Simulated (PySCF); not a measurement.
# GeH2Cl− (SMILES [Cl][GeH2-]): MP2/cc-pVQZ

Aim: the vertical ionisation energy of GeH2Cl− at MP2/cc-pVQZ, from 2 runs. 

The results are computed with PySCF 2.14.0.

## Step 1: Starting point

GeH2Cl−: 4 atoms, total charge -1, spin state singlet. As SMILES, `[Cl][GeH2-]`. Geometry: a GFN2-xTB relaxation, a rough one for these elements and not checked as a minimum.

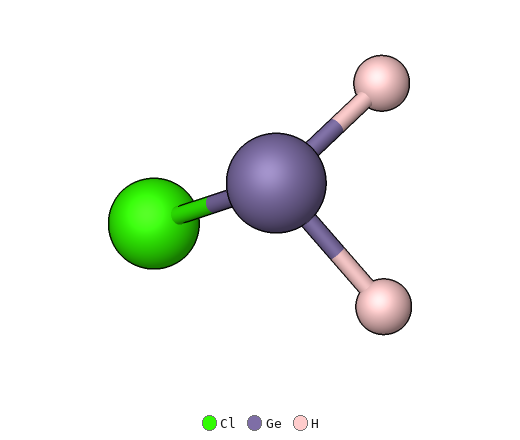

The structure, seen from a chosen angle (chlorine green, germanium purple, hydrogen pink).

## Step 2: The energy at MP2/cc-pVQZ

File run.py:

```python
# [Cl][GeH2-]
from pyscf import gto, mp

mol = gto.Mole()
mol.atom = [
    ('Cl', (-1.566020, 0.389730, 1.014420)),
    ('Ge', (0.036260, -0.806600, -0.163840)),
    ('H', (0.151880, 0.384060, -1.448900)),
    ('H', (1.377880, 0.032810, 0.598330)),
]
mol.max_memory = 1860
mol.verbose = 4
mol.charge = -1
mol.basis = 'cc-pvqz'
mol.spin = 0
mol.build()

calc0 = mol.RHF()
calc0.conv_tol = 1e-10
calc0.kernel()
if not calc0.converged:
    calc0 = calc0.newton().run(calc0.mo_coeff, calc0.mo_occ)

pt = mp.MP2(calc0, frozen=14).run()
energy = pt.e_tot
print(f'total energy: {energy:.8f} hartree')
```

On the command line:

```bash
OMP_NUM_THREADS=1 python run.py
```

Output:

```text
PySCF version 2.14.0

[INPUT] num. atoms = 4
[INPUT] num. electrons = 52
[INPUT] charge = -1
[INPUT] spin (= nelec alpha-beta = 2S) = 0
[INPUT] symmetry False subgroup None
[INPUT] Mole.unit = angstrom
[INPUT] Symbol           X                Y                Z      unit          X                Y                Z       unit  Magmom
[INPUT]  1 Cl    -1.566020000000   0.389730000000   1.014420000000 AA   -2.959348905591   0.736482962527   1.916975975281 Bohr   0.0
[INPUT]  2 Ge     0.036260000000  -0.806600000000  -0.163840000000 AA    0.068521469277  -1.524253092074  -0.309612728249 Bohr   0.0
[INPUT]  3 H      0.151880000000   0.384060000000  -1.448900000000 AA    0.287011603799   0.725768215400  -2.738024181882 Bohr   0.0
[INPUT]  4 H      1.377880000000   0.032810000000   0.598330000000 AA    2.603815832516   0.062001914147   1.130679832111 Bohr   0.0

nuclear repulsion = 149.536647509415
number of shells = 49
number of NR pGTOs = 303
number of NR cGTOs = 187
basis = cc-pvqz
ecp = {}

******** <class 'pyscf.scf.hf.RHF'> ********
method = RHF
initial guess = minao
damping factor = 0
level_shift factor = 0
DIIS = <class 'pyscf.scf.diis.CDIIS'>
diis_start_cycle = 1
diis_space = 8
diis_damp = 0
SCF conv_tol = 1e-10
SCF conv_tol_grad = None
SCF max_cycles = 50
direct_scf = True
direct_scf_tol = 1e-13
Set gradient conv threshold to 1e-05
Initial guess from minao.
init E= -2535.04761596359
  HOMO = -0.199815401342889  LUMO = 0.0317477630221958  gap/eV = 6.30115
cycle= 1 E= -2536.10886865889  delta_E= -1.06  |g|= 0.297  |ddm|= 2.54
  HOMO = -0.111647967347469  LUMO = 0.245453691277228  gap/eV = 9.71723
cycle= 2 E= -2536.13478666576  delta_E= -0.0259  |g|= 0.155  |ddm|= 0.533
  HOMO = -0.113254867306249  LUMO = 0.247949108987753  gap/eV = 9.82886
cycle= 3 E= -2536.1392208433  delta_E= -0.00443  |g|= 0.0285  |ddm|= 0.186
  HOMO = -0.118736623774414  LUMO = 0.247047124126515  gap/eV = 9.95348
cycle= 4 E= -2536.13974980565  delta_E= -0.000529  |g|= 0.0107  |ddm|= 0.0906
  HOMO = -0.118685578326193  LUMO = 0.247345719385139  gap/eV = 9.96022
cycle= 5 E= -2536.13981613092  delta_E= -6.63e-05  |g|= 0.00371  |ddm|= 0.0298
  HOMO = -0.118609048119964  LUMO = 0.247459222706181  gap/eV = 9.96123
cycle= 6 E= -2536.13983143637  delta_E= -1.53e-05  |g|= 0.0011  |ddm|= 0.0175
  HOMO = -0.118529976468238  LUMO = 0.247504454789983  gap/eV = 9.96030
cycle= 7 E= -2536.13983349695  delta_E= -2.06e-06  |g|= 0.000269  |ddm|= 0.00703
  HOMO = -0.118540332272584  LUMO = 0.247495640588555  gap/eV = 9.96035
cycle= 8 E= -2536.13983360328  delta_E= -1.06e-07  |g|= 7.26e-05  |ddm|= 0.00131
  HOMO = -0.118533769898988  LUMO = 0.247496965435945  gap/eV = 9.96020
cycle= 9 E= -2536.13983361099  delta_E= -7.71e-09  |g|= 2.74e-05  |ddm|= 0.00034
  HOMO = -0.118533852052629  LUMO = 0.247496988009842  gap/eV = 9.96021
cycle= 10 E= -2536.13983361189  delta_E= -9.03e-10  |g|= 7.21e-06  |ddm|= 0.000118
  HOMO = -0.118533302676674  LUMO = 0.24749753276554  gap/eV = 9.96021
cycle= 11 E= -2536.13983361197  delta_E= -7.82e-11  |g|= 2.24e-06  |ddm|= 3.81e-05
  HOMO = -0.118533230950071  LUMO = 0.247497598614895  gap/eV = 9.96021
Extra cycle  E= -2536.13983361197  delta_E= 3.64e-12  |g|= 1.1e-06  |ddm|= 6.17e-06
converged SCF energy = -2536.13983361197

******** <class 'pyscf.mp.mp2.RMP2'> ********
nocc = 12, nmo = 173
frozen orbitals 14
E(RMP2) = -2536.62388725083  E_corr = -0.48405363886144
E(SCS-RMP2) = -2536.61379282583  E_corr = -0.473959213866016
E_corr(same-spin) = -0.12335209934736
E_corr(oppo-spin) = -0.36070153951408
total energy: -2536.62388725 hartree
```

Run time: 26 s. Hardware: 1 thread of Arm Neoverse V1, shared host; peak memory 1.6 GiB.

## Step 3: Doublet neutral GeH2Cl at the same level

File input.py:

```python
from pyscf import gto, scf, mp

mol = gto.M(
    atom='''
Cl    -2.959349     0.736483     1.916976
Ge     0.068521    -1.524253    -0.309613
H      0.287012     0.725768    -2.738024
H      2.603816     0.062002     1.130680
''',
    max_memory=1860,
    basis='cc-pvqz',
    spin=1,
    unit='bohr',
    verbose=3,
)

mf = scf.UHF(mol)
mf.conv_tol = 1e-10
mf.kernel()
if not mf.converged:
    mf = mf.newton().run(mf.mo_coeff, mf.mo_occ)

pt = mp.MP2(mf, frozen=14).run()
energy = pt.e_tot
print('Final energy', energy)
```

On the command line:

```bash
OMP_NUM_THREADS=1 python input.py
```

Output:

```text
converged SCF energy = -2536.05622084679  <S^2> = 0.77725186  2S+1 = 2.0270687
E(UMP2) = -2536.50803897224  E_corr = -0.451818125452136
E(SCS-UMP2) = -2536.49725659136  E_corr = -0.441035744575784
Final energy -2536.5080389722402
```

Run time: 1.9 min. Hardware: 1 thread of Arm Neoverse V1, shared host; peak memory 2.4 GiB.

## Step 4: Summary of results

Level: MP2/cc-pVQZ, 14 core orbitals frozen.

| quantity | value |
| --- | --- |
| singlet GeH2Cl−: total energy | -2536.62389 Eh |
| singlet GeH2Cl−: HOMO energy (Hartree–Fock orbitals) | -3.23 eV |
| singlet GeH2Cl−: LUMO energy (Hartree–Fock orbitals) | 6.73 eV |
| singlet GeH2Cl−: HOMO–LUMO gap (to an unbound level, set by the basis) | 9.96 eV |
| singlet GeH2Cl−: correlation energy (14 core orbitals frozen) | -484.1 mEh |
| doublet neutral GeH2Cl: total energy | -2536.50804 Eh |
| doublet neutral GeH2Cl: dipole moment (Hartree–Fock density) | 3.33 D |
| doublet neutral GeH2Cl: HOMO energy (Hartree–Fock orbitals) (highest over α and β) | -10.66 eV |
| doublet neutral GeH2Cl: LUMO energy (Hartree–Fock orbitals) (lowest over α and β) | -1.43 eV |
| doublet neutral GeH2Cl: correlation energy (14 core orbitals frozen) | -451.8 mEh |
| doublet neutral GeH2Cl: ⟨S²⟩ of the reference determinant | 0.777 |
| vertical detachment energy (to the doublet neutral) | 3.152 eV |

The vertical ionisation energy comes to 3.15 eV (304 kJ/mol). Mulliken charges (doublet neutral GeH2Cl) of the mean-field density run from -0.41 on Cl1 to +0.58 on Ge2; in a basis this large or diffuse they mean little.
